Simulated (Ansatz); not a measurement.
# Amorphous Al2O3: valence band and core levels, part 4 of 7

How wide do site differences make the core lines of amorphous Al2O3?

Ansatz 0.2.0; DFT, PBEsol, plane-wave PAW, scalar-relativistic; PAW set soft_1.

So far. Step 4 (Dynamics at 1925 K): Beyond half the shortest lattice vector, 3.6 Å, g(r) counts periodic images.

### 5. Dynamics at 300 K

A short run with the thermostat set to 300 K, starting from rest and too brief to equilibrate, lets it settle further; the cutoff and mesh are cut down, since only a plausible structure is wanted.

input.yaml

```yaml
crystal:
  lattice:
    - [7.2578599433, 0.0, 0.0]
    - [0.0, 7.2578599433, 0.0]
    - [0.0, 0.0, 7.2578599433]
  atoms:
    - { symbol: Al, position: [0.2966718199, 0.5819691783, 0.6152558064] }
    - { symbol: Al, position: [0.3101734999, 1.1495357426, 0.7600226305] }
    - { symbol: Al, position: [-0.1857291971, 0.8772928901, 1.0698426734] }
    - { symbol: Al, position: [0.594525901, 0.1808762572, 0.1833397292] }
    - { symbol: Al, position: [0.7457368058, 0.6581478238, 0.70074886] }
    - { symbol: Al, position: [0.6635232391, 0.5368081731, 0.2457334491] }
    - { symbol: Al, position: [-0.0681001582, 0.2951632237, 1.121018448] }
    - { symbol: Al, position: [0.2129780004, 1.1039682841, 0.2071032554] }
    - { symbol: Al, position: [0.0966082539, 0.6594429266, 0.2572587113] }
    - { symbol: Al, position: [-0.0262101027, 0.3347472832, 0.5468014522] }
    - { symbol: Al, position: [0.4012990233, 0.8059842167, 0.9253742158] }
    - { symbol: Al, position: [0.0412262022, 0.946073093, 0.5247122334] }
    - { symbol: Al, position: [0.5000098481, 0.8667338776, 0.4372657206] }
    - { symbol: Al, position: [0.3425005508, 0.4680157845, 0.9935339387] }
    - { symbol: O, position: [0.6421533536, 0.745519211, 0.8925841414] }
    - { symbol: O, position: [0.0619340291, 0.1125484544, 0.6886605581] }
    - { symbol: O, position: [0.6577843052, 0.8099297185, 0.2294095618] }
    - { symbol: O, position: [-0.2130415785, 1.1111406454, 0.0012174158] }
    - { symbol: O, position: [0.0356669716, -0.1236234612, 1.1824718673] }
    - { symbol: O, position: [-0.1157377856, 0.4770950145, 0.7329829412] }
    - { symbol: O, position: [0.323410742, 0.6468978994, 1.1501199381] }
    - { symbol: O, position: [0.480326476, 0.9987759532, 0.6671366234] }
    - { symbol: O, position: [0.8622699024, 0.8002644214, 0.5403788143] }
    - { symbol: O, position: [0.5316761227, 0.6216707776, 0.5258147711] }
    - { symbol: O, position: [0.7548734853, 0.3293009101, 0.3509498767] }
    - { symbol: O, position: [-0.0932204459, 0.5457322438, 0.1556736865] }
    - { symbol: O, position: [0.4049815425, 1.1243408516, 0.3103597312] }
    - { symbol: O, position: [0.3366825824, 0.3747460456, 0.7490306935] }
    - { symbol: O, position: [0.1274950965, 0.4956496289, 0.4587605971] }
    - { symbol: O, position: [0.0261169357, 0.1438345572, 0.3582698763] }
    - { symbol: O, position: [0.5626500862, 0.4073549667, 0.0882761845] }
    - { symbol: O, position: [0.2056354494, 0.806414909, 0.4490430449] }
    - { symbol: O, position: [0.1892216373, 0.2882614168, 0.0922912671] }
    - { symbol: O, position: [0.3359594791, 1.0358275744, 0.0081492288] }
    - { symbol: O, position: [0.2445211529, 0.6509716131, 0.8441557535] }
kpoints:
  mp_grid: { grid: [1, 1, 1] }
scf:
  occupations: { method: fermi_dirac, width: 0.1 }
  n_extra_bands: 23
hamiltonian:
  xc: pbesol
  pseudopotentials: { kind: paw, azcp: { folder: soft_1 }, xc_functional: pbe }
output:
  forces: true
basis:
  ecutwfc: 320
md:
  timestep: 1.5
  n_steps: 264
  ensemble: nvt_langevin
  temperature: 300
  seed: 1
```

Run with:

```sh
ansatz run input.yaml --threads 8 --pin off --max-ram 23552MiB --backend cpu --events-out ev --progress --plain --runs-dir out
```

Numbers of over 12 decimals in the logs are rounded to 6 here.

What it wrote:

```text
[...]
Crystal: 35 atoms, lattice volume = 382.319 Å³
Basis set: ecut = 320 eV, 4945 PW (Γ), exchange–correlation on 90×90×90 points (8 copies of the dense FFT grid, shifted against one another)
Bands: 107, of which v1, the nominal top of the filled ones, is band 84 counted from 1 (83 counted from 0)
Symmetry: 1 space group operations
k-points: 1
[...]
SCF iter   1: F=—  HF=-19171.248554 eV  |F-HF|=—  |Δ(HF+E_count)|=         —  Δρ=1.17e-1  dr2=5.76e1  ethr=3.10e-3  ⟨swp⟩=6.0  Hψ=442  notcnv=0  defer=1
[...]
SCF iter  13: F=-19154.094928 eV  HF=-19154.094928 eV  |F-HF|=1.19e-9  |Δ(HF+E_count)|=   5.71e-9  Δρ=1.98e-6  dr2=1.18e-8  ethr=2.08e-11  ⟨swp⟩=4.0  Hψ=342  notcnv=0
SCF 1 converged in 13 iterations: F = -19154.094928 eV  dr2 = 1.18e-8
[...]
md step     0: t =     0.00 fs  T =     0.0 K  F+E_penalty+E_count = -19154.09492830 eV  E_kin = 0.000000 eV  (13 SCF iters)
[...]
SCF iter   7: F=-19154.323483 eV  HF=-19154.323483 eV  |F-HF|=3.26e-9  |Δ(HF+E_count)|=   8.85e-9  Δρ=1.83e-6  dr2=1.20e-8  ethr=2.08e-11  ⟨swp⟩=4.0  Hψ=335  notcnv=0
SCF 2 converged in 7 iterations: F = -19154.323483 eV  dr2 = 1.20e-8
md step     1: t =     1.50 fs  T =    55.6 K  F+E_penalty+E_count = -19154.32348256 eV  E_kin = 0.251487 eV  (7 SCF iters)
[...]
SCF iter   8: F=-19154.954940 eV  HF=-19154.954940 eV  |F-HF|=5.34e-9  |Δ(HF+E_count)|=   3.66e-9  Δρ=1.49e-6  dr2=9.04e-9  ethr=2.08e-11  ⟨swp⟩=3.0  Hψ=393  notcnv=0
SCF 3 converged in 8 iterations: F = -19154.954940 eV  dr2 = 9.04e-9
md step     2: t =     3.00 fs  T =   198.3 K  F+E_penalty+E_count = -19154.95494048 eV  E_kin = 0.897310 eV  (8 SCF iters)
[... from here on, the SCF cycles and remarks between the steps are left out ...]
md step     3: t =     4.50 fs  T =   390.0 K  F+E_penalty+E_count = -19155.84085867 eV  E_kin = 1.764397 eV  (8 SCF iters)
md step     4: t =     6.00 fs  T =   612.9 K  F+E_penalty+E_count = -19156.81047048 eV  E_kin = 2.772809 eV  (8 SCF iters)
md step     5: t =     7.50 fs  T =   803.6 K  F+E_penalty+E_count = -19157.71318139 eV  E_kin = 3.635650 eV  (6 SCF iters)
md step     6: t =     9.00 fs  T =   933.3 K  F+E_penalty+E_count = -19158.43335085 eV  E_kin = 4.222464 eV  (6 SCF iters)
md step     7: t =    10.50 fs  T =  1042.7 K  F+E_penalty+E_count = -19158.93403530 eV  E_kin = 4.717284 eV  (6 SCF iters)
md step     8: t =    12.00 fs  T =  1086.9 K  F+E_penalty+E_count = -19159.22831579 eV  E_kin = 4.917103 eV  (6 SCF iters)
md step     9: t =    13.50 fs  T =  1060.2 K  F+E_penalty+E_count = -19159.35324989 eV  E_kin = 4.796487 eV  (6 SCF iters)
md step    10: t =    15.00 fs  T =  1062.3 K  F+E_penalty+E_count = -19159.36487325 eV  E_kin = 4.805976 eV  (9 SCF iters)
md step    11: t =    16.50 fs  T =  1027.3 K  F+E_penalty+E_count = -19159.29329421 eV  E_kin = 4.647780 eV  (6 SCF iters)
md step    12: t =    18.00 fs  T =   992.0 K  F+E_penalty+E_count = -19159.15543516 eV  E_kin = 4.487798 eV  (6 SCF iters)
md step    13: t =    19.50 fs  T =   922.0 K  F+E_penalty+E_count = -19158.98055670 eV  E_kin = 4.171171 eV  (7 SCF iters)
md step    14: t =    21.00 fs  T =   837.5 K  F+E_penalty+E_count = -19158.80039122 eV  E_kin = 3.788739 eV  (6 SCF iters)
md step    15: t =    22.50 fs  T =   789.1 K  F+E_penalty+E_count = -19158.65710325 eV  E_kin = 3.569958 eV  (6 SCF iters)
md step    16: t =    24.00 fs  T =   733.5 K  F+E_penalty+E_count = -19158.60079508 eV  E_kin = 3.318297 eV  (6 SCF iters)
md step    17: t =    25.50 fs  T =   731.9 K  F+E_penalty+E_count = -19158.65292261 eV  E_kin = 3.311029 eV  (6 SCF iters)
md step    18: t =    27.00 fs  T =   753.4 K  F+E_penalty+E_count = -19158.80040469 eV  E_kin = 3.408488 eV  (6 SCF iters)
md step    19: t =    28.50 fs  T =   819.2 K  F+E_penalty+E_count = -19159.03229715 eV  E_kin = 3.705925 eV  (6 SCF iters)
md step    20: t =    30.00 fs  T =   872.4 K  F+E_penalty+E_count = -19159.32039459 eV  E_kin = 3.946645 eV  (9 SCF iters)
md step    21: t =    31.50 fs  T =   904.8 K  F+E_penalty+E_count = -19159.60290662 eV  E_kin = 4.093258 eV  (6 SCF iters)
md step    22: t =    33.00 fs  T =   931.2 K  F+E_penalty+E_count = -19159.80918965 eV  E_kin = 4.212824 eV  (6 SCF iters)
md step    23: t =    34.50 fs  T =   951.8 K  F+E_penalty+E_count = -19159.90789218 eV  E_kin = 4.306069 eV  (6 SCF iters)
md step    24: t =    36.00 fs  T =   909.8 K  F+E_penalty+E_count = -19159.89661463 eV  E_kin = 4.116195 eV  (6 SCF iters)
md step    25: t =    37.50 fs  T =   875.9 K  F+E_penalty+E_count = -19159.79978436 eV  E_kin = 3.962542 eV  (6 SCF iters)
md step    26: t =    39.00 fs  T =   782.5 K  F+E_penalty+E_count = -19159.66531542 eV  E_kin = 3.540231 eV  (6 SCF iters)
md step    27: t =    40.50 fs  T =   728.7 K  F+E_penalty+E_count = -19159.53944353 eV  E_kin = 3.296551 eV  (6 SCF iters)
md step    28: t =    42.00 fs  T =   657.4 K  F+E_penalty+E_count = -19159.45498821 eV  E_kin = 2.974038 eV  (6 SCF iters)
md step    29: t =    43.50 fs  T =   644.2 K  F+E_penalty+E_count = -19159.43298724 eV  E_kin = 2.914648 eV  (6 SCF iters)
md step    30: t =    45.00 fs  T =   634.6 K  F+E_penalty+E_count = -19159.45952106 eV  E_kin = 2.870959 eV  (9 SCF iters)
md step    31: t =    46.50 fs  T =   645.9 K  F+E_penalty+E_count = -19159.51486529 eV  E_kin = 2.922212 eV  (6 SCF iters)
md step    32: t =    48.00 fs  T =   669.5 K  F+E_penalty+E_count = -19159.57770120 eV  E_kin = 3.028900 eV  (6 SCF iters)
md step    33: t =    49.50 fs  T =   643.2 K  F+E_penalty+E_count = -19159.62136276 eV  E_kin = 2.909784 eV  (6 SCF iters)
md step    34: t =    51.00 fs  T =   636.9 K  F+E_penalty+E_count = -19159.63835086 eV  E_kin = 2.881263 eV  (7 SCF iters)
md step    35: t =    52.50 fs  T =   620.4 K  F+E_penalty+E_count = -19159.63657601 eV  E_kin = 2.806830 eV  (6 SCF iters)
md step    36: t =    54.00 fs  T =   616.7 K  F+E_penalty+E_count = -19159.61783378 eV  E_kin = 2.789834 eV  (6 SCF iters)
md step    37: t =    55.50 fs  T =   609.8 K  F+E_penalty+E_count = -19159.58701215 eV  E_kin = 2.758846 eV  (6 SCF iters)
md step    38: t =    57.00 fs  T =   603.5 K  F+E_penalty+E_count = -19159.55405349 eV  E_kin = 2.730490 eV  (6 SCF iters)
md step    39: t =    58.50 fs  T =   598.4 K  F+E_penalty+E_count = -19159.52580339 eV  E_kin = 2.707146 eV  (7 SCF iters)
[...]
md step    68: t =   102.00 fs  T =   476.4 K  F+E_penalty+E_count = -19159.95130331 eV  E_kin = 2.155418 eV  (6 SCF iters)
md step    69: t =   103.50 fs  T =   474.2 K  F+E_penalty+E_count = -19160.03441475 eV  E_kin = 2.145357 eV  (6 SCF iters)
md step    70: t =   105.00 fs  T =   461.7 K  F+E_penalty+E_count = -19160.10695204 eV  E_kin = 2.088740 eV  (9 SCF iters)
md step    71: t =   106.50 fs  T =   471.7 K  F+E_penalty+E_count = -19160.16888992 eV  E_kin = 2.134074 eV  (6 SCF iters)
md step    72: t =   108.00 fs  T =   467.0 K  F+E_penalty+E_count = -19160.22114935 eV  E_kin = 2.112828 eV  (7 SCF iters)
md step    73: t =   109.50 fs  T =   466.4 K  F+E_penalty+E_count = -19160.26702991 eV  E_kin = 2.110116 eV  (6 SCF iters)
md step    74: t =   111.00 fs  T =   489.4 K  F+E_penalty+E_count = -19160.30772933 eV  E_kin = 2.213924 eV  (6 SCF iters)
md step    75: t =   112.50 fs  T =   488.6 K  F+E_penalty+E_count = -19160.33335881 eV  E_kin = 2.210314 eV  (6 SCF iters)
md step    76: t =   114.00 fs  T =   478.8 K  F+E_penalty+E_count = -19160.33920941 eV  E_kin = 2.166065 eV  (6 SCF iters)
md step    77: t =   115.50 fs  T =   480.0 K  F+E_penalty+E_count = -19160.33128588 eV  E_kin = 2.171425 eV  (6 SCF iters)
md step    78: t =   117.00 fs  T =   463.4 K  F+E_penalty+E_count = -19160.30223725 eV  E_kin = 2.096598 eV  (6 SCF iters)
SCF iter   1: F=—  HF=-19160.256409 eV  |F-HF|=—  |Δ(HF+E_count)|=         —  Δρ=2.05e-4  dr2=1.50e-4  ethr=9.72e-7  ⟨swp⟩=4.0  Hψ=275  notcnv=0  defer=18
[...]
SCF iter   6: F=-19160.256370 eV  HF=-19160.256370 eV  |F-HF|=1.76e-8  |Δ(HF+E_count)|=   5.30e-9  Δρ=3.08e-6  dr2=2.84e-8  ethr=2.08e-11  ⟨swp⟩=4.0  Hψ=345  notcnv=0
SCF 80 converged in 6 iterations: F = -19160.256370 eV  dr2 = 2.84e-8
md step    79: t =   118.50 fs  T =   430.0 K  F+E_penalty+E_count = -19160.25636968 eV  E_kin = 1.945211 eV  (6 SCF iters)
[...]
SCF iter   1: F=—  HF=-19160.212797 eV  |F-HF|=—  |Δ(HF+E_count)|=         —  Δρ=2.22e-3  dr2=2.15e-2  ethr=1.27e-5  ⟨swp⟩=3.0  Hψ=351  notcnv=0
[...]
```

Wall time 2.8 min (8 threads of Arm Neoverse V1, shared host); peak memory 0.39 GiB.

Rows from the run:

```
time (fs)  T (K)  potential (meV/atom)
      0.0      0                   0.0
     27.0    753                -134.4
     52.5    620                -158.3
     79.5    545                -157.9
    105.0    462                -171.8
    132.0    452                -181.0
    159.0    485                -189.8
    184.5    394                -179.9
    211.5    426                -188.4
    237.0    412                -189.2
    264.0    363                -187.8
    291.0    421                -198.5
    316.5    326                -190.6
    343.5    339                -193.7
    369.0    320                -198.0
    396.0    363                -203.3
```

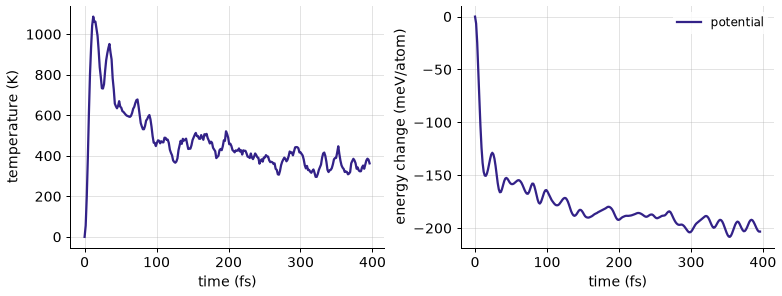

Temperature and energies against time.

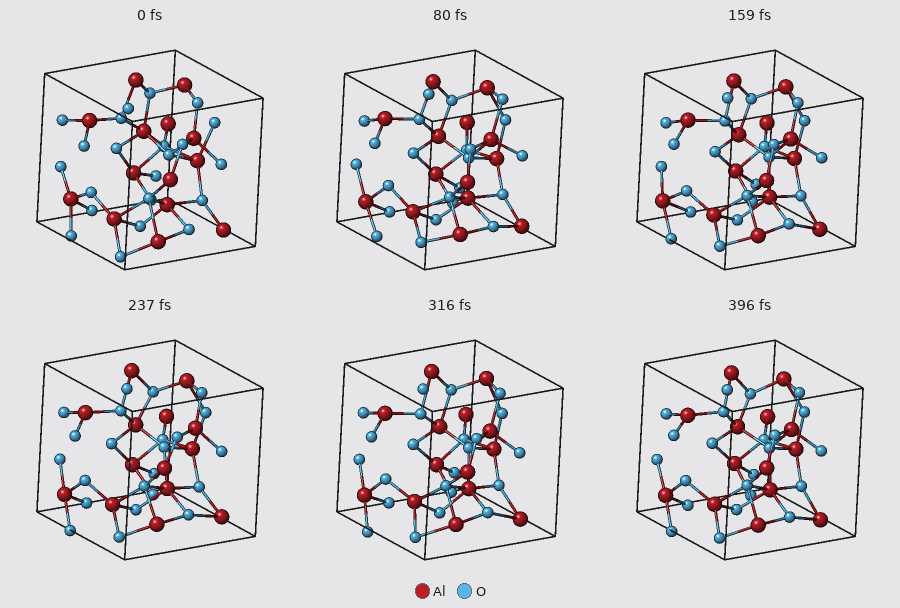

6 frames of the run. Bonds to atoms that aren't drawn are left out.

Mean square displacement at the end: Al 0.060 Å², O 0.11 Å².

Positions (Å) and forces (eV/Å) at 396.0 fs:

```xyz
35
Lattice="7.258 0.000 0.000 0.000 7.258 0.000 0.000 0.000 7.258" Properties=species:S:1:pos:R:3:forces:R:3 pbc="T T T"
Al    2.269    3.812    4.297    0.165   -0.339   -2.863
Al    2.429    8.133    5.373   -1.098    0.273    1.147
Al   -1.563    6.344    7.705    0.879    0.844    0.614
Al    4.237    1.374    1.524    0.135   -0.014    0.336
Al    5.315    4.721    5.007    0.761   -0.903   -0.572
Al    4.709    4.120    1.952    0.262   -0.607    0.243
Al   -0.639    2.221    8.399    0.501   -0.576    0.002
Al    1.453    7.803    1.193   -0.959   -0.551   -0.115
Al    0.725    4.828    1.842    1.211   -0.141   -1.067
Al   -0.340    2.324    4.018    0.685   -0.831   -1.470
Al    2.959    5.788    6.551   -0.393    0.391    0.526
Al    0.262    6.870    3.659   -0.461   -0.032    0.838
Al    3.464    6.318    3.192   -1.157   -0.433   -0.126
Al    2.314    3.279    7.033   -0.078    0.208    0.417
O     4.729    5.463    6.501    0.456   -0.635    0.311
O     0.669    0.894    4.874    0.390   -0.022   -0.281
O     4.563    5.964    1.792    0.323   -0.438   -0.100
O    -1.792    8.154    0.347    0.560    0.151    0.707
O     0.156   -0.924    8.136    0.838    0.148   -0.063
O    -1.099    3.218    5.231   -0.540    0.771    0.430
O     2.284    4.752    8.043   -0.776    0.510    0.518
O     3.359    6.759    4.908    0.089    0.455   -1.131
O     6.152    5.870    4.044    0.775    0.727   -0.400
O     3.912    4.515    3.679   -0.366   -0.930   -0.186
O     5.450    2.303    2.699   -0.748    0.454   -0.746
O    -0.806    4.077    1.187   -1.020   -0.867    0.384
O     2.916    7.861    2.380   -0.037    0.698    0.077
O     2.882    2.558    5.435    0.172   -1.662   -0.375
O     0.929    3.372    3.126    0.495   -0.066    0.864
O     0.096    0.906    2.450    0.596    0.924   -0.467
O     3.810    2.922    0.885   -0.327    0.466   -0.256
O     1.599    5.806    3.131    0.007    0.384    0.003
O     0.972    2.160    0.297    0.291   -0.570    0.943
O     2.629    7.426   -0.133   -0.688    0.884   -0.378
O     1.957    4.657    5.672   -0.942    1.330    2.239
```

The pair distribution g(r) has structure finer than the step of the table below, so its rows give means over 0.25 Å, whole bins alone (the curve runs from 0.0318 to 5.05 Å). Peaks (Å: height): O–O 2.636: 2.31, 2.763: 2.63, 2.953: 2.87, 3.207: 1.27, 3.461: 1.16, 4.668: 1.78, 4.922: 1.61; O–Al 1.810: 7.58, 4.223: 1.96; Al–Al 2.636: 1.58, 2.826: 2.60, 3.017: 4.97, 3.144: 2.35, 3.398: 2.17, 4.287: 1.36, 4.922: 1.69.

From the last frames. Pair distribution g(r) against r; means over each step:

```
r (Å)    O–O    O–Al  Al–Al
 1.25      0       0      0
 1.50      0  0.0292      0
 1.75      0    4.91      0
 2.00      0    2.79      0
 2.25  0.308  0.0633      0
 2.50   1.44   0.177  0.340
 2.75   2.12   0.360   1.45
 3.00   2.36   0.449   2.78
 3.25   1.04   0.680   1.84
 3.50  0.792   0.862  0.908
 3.75  0.749    1.43  0.598
 4.00  0.226    1.31  0.477
 4.25  0.531    1.65  0.686
 4.50  0.891    1.04  0.888
 4.75   1.07    1.11  0.690
```

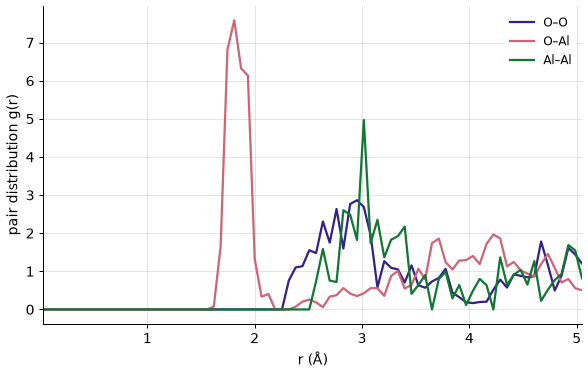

Pair distribution g(r) against r.

Beyond half the shortest lattice vector, 3.6 Å, g(r) counts periodic images.

This step gave:

```yaml
free_energy: -19161.2090 eV
fermi_energy: 6.903 eV
gap_by_band_count: 3.225 eV
```

(Continued in part 5 of 7.)

[Logs are printed without paths, hosts, clocks, repeated set-up lines and the standing remarks that a program may print on its own settings, such as how far it seeks lower states.]

[Hosts, paths, dates, database ids (printed as entryN), source tags and the programs' standing remarks are cut or masked in the printed files.]

[Maps of the electrostatic potential energy from Ansatz leave out the sawtooth potential of an applied field or a dipole correction, so their vacuum need not be flat; work functions include it.]
